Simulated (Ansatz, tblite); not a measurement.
# Sn3Me8 (C₈H₂₄Sn₃): spin states and exact exchange

Aim: set other spin states of Sn3Me8 (C₈H₂₄Sn₃) against its singlet, on many levels of theory.

Method: as each input shows; program: Ansatz 0.2.0, Gaussian basis.

Plan: triplet, at the geometry of the singlet (GFN1-xTB, GFN2-xTB, PBE0-D4/def2-SVP, PBE-D4/def2-SVP, r2SCAN-D4/def2-SVP); the singlet's energies come from earlier runs.

6 further runs of the same task are left out: 3 that didn't finish, 3 set aside as unsound or not needed.

## Step 1: The structure

The singlet was relaxed beforehand with PBE-D4/def2-SVP.

35 atoms, charge 0, spin multiplicity 1.

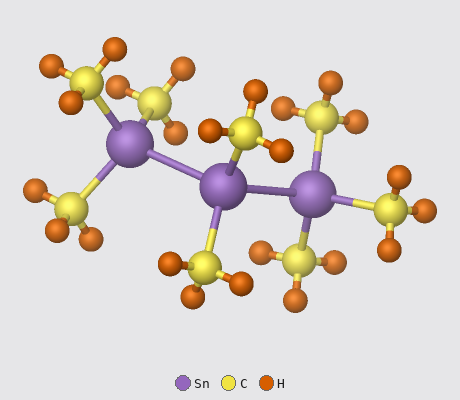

The structure; tin purple, carbon yellow, hydrogen orange.

Sn takes a core potential in the def2 sets. No spin-orbit coupling is included.

## Step 2: Triplet at the fixed geometry, GFN1-xTB

Tight binding, by tblite at 300 K electronic temperature and without a spin-polarisation term:

```python
tblite.interface.Calculator('GFN1-xTB', numbers, positions, charge=0, uhf=2).singlepoint()
```

Energy -1012.1025 eV; 0.032 s.

## Step 3: Triplet at the fixed geometry, GFN2-xTB

Tight binding, by tblite at 300 K electronic temperature and without a spin-polarisation term:

```python
tblite.interface.Calculator('GFN2-xTB', numbers, positions, charge=0, uhf=2).singlepoint()
```

Energy -965.0890 eV; 0.062 s.

## Step 4: Triplet at the fixed geometry, PBE0-D4/def2-SVP

in.yaml

```yaml
crystal:
  periodic: [false, false, false]
  atoms:
    - {symbol: Sn, position_ang: [-0.347680, 0.146571, -2.312569]}
    - {symbol: C, position_ang: [0.738423, -0.397340, -4.133164]}
    - {symbol: C, position_ang: [-2.382474, -0.634827, -2.486129]}
    - {symbol: C, position_ang: [-0.488707, 2.327841, -2.254242]}
    - {symbol: Sn, position_ang: [0.897215, -0.824308, 0.016179]}
    - {symbol: C, position_ang: [0.708787, -3.007337, 0.133979]}
    - {symbol: C, position_ang: [3.050125, -0.404432, -0.053548]}
    - {symbol: Sn, position_ang: [-0.232605, 0.372792, 2.300753]}
    - {symbol: C, position_ang: [1.291708, 0.947017, 3.760916]}
    - {symbol: C, position_ang: [-1.325214, 2.181998, 1.735156]}
    - {symbol: C, position_ang: [-1.650370, -0.960592, 3.297146]}
    - {symbol: H, position_ang: [0.229780, 0.044049, -5.013385]}
    - {symbol: H, position_ang: [1.776321, -0.013573, -4.088184]}
    - {symbol: H, position_ang: [0.767996, -1.498153, -4.248320]}
    - {symbol: H, position_ang: [-2.984879, -0.332803, -1.607140]}
    - {symbol: H, position_ang: [-2.367161, -1.740230, -2.546267]}
    - {symbol: H, position_ang: [-2.858535, -0.232021, -3.402165]}
    - {symbol: H, position_ang: [-1.009512, 2.689726, -3.163418]}
    - {symbol: H, position_ang: [-1.056749, 2.649666, -1.359934]}
    - {symbol: H, position_ang: [0.522744, 2.777766, -2.217843]}
    - {symbol: H, position_ang: [1.171327, -3.472391, -0.758381]}
    - {symbol: H, position_ang: [1.223617, -3.377653, 1.041931]}
    - {symbol: H, position_ang: [-0.358266, -3.297582, 0.181048]}
    - {symbol: H, position_ang: [3.228363, 0.686047, -0.118469]}
    - {symbol: H, position_ang: [3.498482, -0.896910, -0.938437]}
    - {symbol: H, position_ang: [3.534966, -0.794638, 0.862532]}
    - {symbol: H, position_ang: [2.023924, 1.636519, 3.297997]}
    - {symbol: H, position_ang: [1.828124, 0.050615, 4.127773]}
    - {symbol: H, position_ang: [0.811174, 1.455820, 4.620000]}
    - {symbol: H, position_ang: [-0.639821, 2.912294, 1.262902]}
    - {symbol: H, position_ang: [-2.128592, 1.930145, 1.015242]}
    - {symbol: H, position_ang: [-1.780797, 2.645134, 2.633126]}
    - {symbol: H, position_ang: [-2.072215, -0.454732, 4.188218]}
    - {symbol: H, position_ang: [-2.477050, -1.223850, 2.609007]}
    - {symbol: H, position_ang: [-1.142429, -1.890618, 3.617681]}
basis:
  gaussian: {orbitals: def2-SVP}
magnetization: {spin_polarized: true, initial_magnetization: 2}
hamiltonian: {xc: pbe0, dispersion: d4}
scf: {omitted_lower_state_checks: [starts]}
output: {orbitals: {seedname: orbitals}}
```

Command:

```sh
ansatz run in.yaml --threads 4 --pin off --events-out ev --progress --plain --max-ram 6963MiB
```

What it wrote:

```text
Functional definition: PBE0
  name "PBE0"
  cite "Adamo & Barone, J. Chem. Phys. 110, 6158 (1999) doi:10.1063/1.478522"
  cite "Perdew, Burke & Ernzerhof, Phys. Rev. Lett. 77, 3865 (1996) doi:10.1103/PhysRevLett.77.3865"
  parent pbe
  parameter a = 0.25
  parameter kappa = 0.804
  parameter beta = 0.06672455060314922
  exchange = (1 - a)*pbe_x(kappa = kappa, mu = beta*pi^2/3) + a*exact_x
  correlation = pbe_c(beta = beta)
these checks for a lower state are left out or cut short: starts
3459 factors; integrals over basis functions are off by at most 1.3e-3 eV
mean field evaluation 1: about -26127.8164 eV, gradient 8.1e1 eV
mean field evaluation 2: about -26095.4080 eV, gradient 1.0e2 eV
mean field evaluation 4: about -26161.2479 eV, gradient 5.0e0 eV
mean field evaluation 8: about -26161.9605 eV, gradient 6.6e-1 eV
mean field evaluation 16: about -26161.9836 eV, gradient 3.4e-2 eV
mean field evaluation 32: about -26161.9837 eV, gradient 3.2e-4 eV
mean field -26161.98374357 eV, -961.4351693467 hartree, gradient 5.2e-6 eV, S^2 2.005440; 0 other end points of the search recorded, 0 dependent functions left out
reference -26161.98379598 eV, -961.4351712728 hartree; 70, 68 occupied and 240, 242 virtual orbitals, 3459 factors
Total energy: -26162.84948980 eV, -961.4669849338 hartree
Checks for a lower state left out: starts
```

Run time: 60 s. Hardware: 4 threads of Arm Neoverse V2, shared host; peak memory 2.3 GiB.

Report: HOMO -1.74 eV, LUMO -4.56 eV (over both spins; with the spin held, an empty level of the minority spin lies below the top filled one); ⟨S²⟩ 2.005 (pure: 2.00).

## Step 5: Triplet at the fixed geometry, PBE-D4/def2-SVP

start.molden holds the orbitals of an earlier run on this state, given as this run's starting guess.

in.yaml: that of step 4 with these lines changed.

```diff
@@ -39,5 +39,5 @@
 basis:
-  gaussian: {orbitals: def2-SVP}
+  gaussian: {orbitals: def2-SVP, initial_orbitals: start.molden}
 magnetization: {spin_polarized: true, initial_magnetization: 2}
-hamiltonian: {xc: pbe0, dispersion: d4}
+hamiltonian: {xc: pbe, dispersion: d4}
 scf: {omitted_lower_state_checks: [starts]}
```

Launched as before.

What it wrote:

```text
Functional definition: PBE
  name "PBE"
  cite "Perdew, Burke & Ernzerhof, Phys. Rev. Lett. 77, 3865 (1996) doi:10.1103/PhysRevLett.77.3865"
  parent pbe
  parameter kappa = 0.804
  parameter beta = 0.06672455060314922
  exchange = pbe_x(kappa = kappa, mu = beta*pi^2/3)
  correlation = pbe_c(beta = beta)
these checks for a lower state are left out or cut short: starts
3529 factors; their error is unknown
mean field evaluation 1: about -26159.1271 eV, gradient 6.1e0 eV
mean field evaluation 2: about -26159.3410 eV, gradient 2.4e-1 eV
mean field evaluation 4: about -26159.2458 eV, gradient 4.7e-2 eV
mean field evaluation 8: about -26159.2458 eV, gradient 1.8e-5 eV
mean field -26159.24584573 eV, -961.3345534570 hartree, gradient 5.7e-6 eV, S^2 2.003210; 0 other end points of the search recorded, 0 dependent functions left out
reference -26159.24591212 eV, -961.3345558967 hartree; 70, 68 occupied and 240, 242 virtual orbitals, 3529 factors
Total energy: -26160.21690302 eV, -961.3702391539 hartree
Checks for a lower state left out: starts
```

Wall time 22 s (4 threads of Arm Neoverse V2, shared host); peak memory 0.85 GiB.

Report: HOMO -1.12 eV, LUMO -5.03 eV (over both spins; with the spin held, an empty level of the minority spin lies below the top filled one); ⟨S²⟩ 2.003 (pure: 2.00).

## Step 6: Triplet at the fixed geometry, r2SCAN-D4/def2-SVP

in.yaml: that of step 5 with these lines changed.

```diff
@@ -41,3 +41,3 @@
 magnetization: {spin_polarized: true, initial_magnetization: 2}
-hamiltonian: {xc: pbe, dispersion: d4}
+hamiltonian: {xc: r2scan, dispersion: d4}
 scf: {omitted_lower_state_checks: [starts]}
```

The command is unchanged.

What it wrote:

```text
Functional definition: r2SCAN
  name "r2SCAN"
  cite "Furness, Kaplan, Ning, Perdew & Sun, J. Phys. Chem. Lett. 11, 8208 (2020) doi:10.1021/acs.jpclett.0c02405"
  cite "Furness, Kaplan, Ning, Perdew & Sun, J. Phys. Chem. Lett. 11, 9248 (2020) doi:10.1021/acs.jpclett.0c03077"
  parent r2scan
  parameter k0 = 0.174
  parameter k1 = 0.065
  parameter a1 = 4.9479
  exchange = r2scan_x(k0 = k0, k1 = k1, a1 = a1)
  correlation = r2scan_c
these checks for a lower state are left out or cut short: starts
3529 factors; their error is unknown
mean field evaluation 1: about -26173.1654 eV, gradient 4.1e0 eV
mean field evaluation 2: about -26173.2630 eV, gradient 1.2e-1 eV
mean field evaluation 4: about -26173.1861 eV, gradient 8.7e-3 eV
mean field evaluation 8: about -26173.1862 eV, gradient 2.5e-5 eV
mean field -26173.18615070 eV, -961.8468502153 hartree, gradient 5.6e-6 eV, S^2 2.006565; 0 other end points of the search recorded, 0 dependent functions left out
reference -26173.18617319 eV, -961.8468510419 hartree; 70, 68 occupied and 240, 242 virtual orbitals, 3529 factors
Total energy: -26173.47467144 eV, -961.8574531570 hartree
Checks for a lower state left out: starts
```

It took 53 s on 4 threads of Arm Neoverse V2, shared host; peak memory 1 GiB.

HOMO -1.19 eV, LUMO -5.03 eV (over both spins; with the spin held, an empty level of the minority spin lies below the top filled one); ⟨S²⟩ 2.007 (pure: 2.00).

## Step 7: Triplet less singlet, vertical

The singlet's energies are those of its earlier runs, whose logs aren't repeated here.

```tsv
level	triplet less singlet, vertical (eV)	time
GFN1-xTB	+3.456	0.062 s
GFN2-xTB	+2.807	0.096 s
PBE-D4/def2-SVP	+4.181	33 s
r2SCAN-D4/def2-SVP	+4.346	70 s
PBE0-D4/def2-SVP	+4.501	82 s
```

Times add the two runs; a level without a time comes out of a correlated run. Tight binding without a spin term can't rank spin states.

## Step 8: Outcome

| quantity | value |
| --- | --- |
| triplet less singlet, vertical, functionals in def2-SVP | +4.181 (PBE-D4) to +4.501 eV (PBE0-D4) |

What this shows: All functionals put the triplet above the singlet, over a spread of 0.320 eV. The checks for a lower triplet were left out, so another state of that spin may lie lower. These are electronic energies, without zero-point motion, entropy or surroundings.
